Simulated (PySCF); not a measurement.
C8H6S, SMILES c1ccc2sccc2c1 at its GFN2-xTB optimised geometry (Å):

```
15

C     -1.4697    -1.4336     0.0000
C     -2.1864    -0.2367     0.0000
C     -1.5339     0.9786     0.0000
C     -0.1474     0.9799     0.0000
S      0.9006     2.3707     0.0000
C      2.2963     1.3439     0.0000
C      1.9989     0.0289     0.0000
C      0.5930    -0.2179     0.0000
C     -0.0930    -1.4336     0.0000
H     -2.0064    -2.3707     0.0000
H     -3.2657    -0.2626     0.0000
H     -2.0815     1.9084     0.0000
H      3.2657     1.8034     0.0000
H      2.7366    -0.7538     0.0000
H      0.4628    -2.3595     0.0000
```

Computed with B3LYP/def2-TZVP run with PySCF. Cells within 0.4 Å of a nucleus heavier than hydrogen are left out (blank, or x).

Map of the log10 of the electron density (e/bohr³), floored at −4 on the plane z = 0.0 Å:

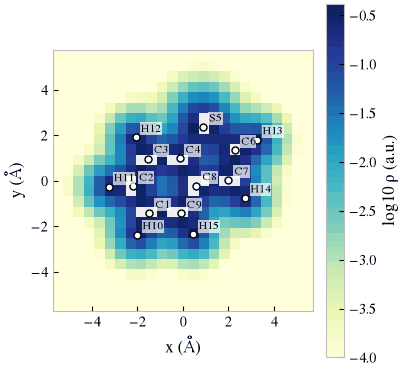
Fig. 1. Log10 of the electron density (e/bohr³), floored at −4 on the plane z = 0.0 Å.
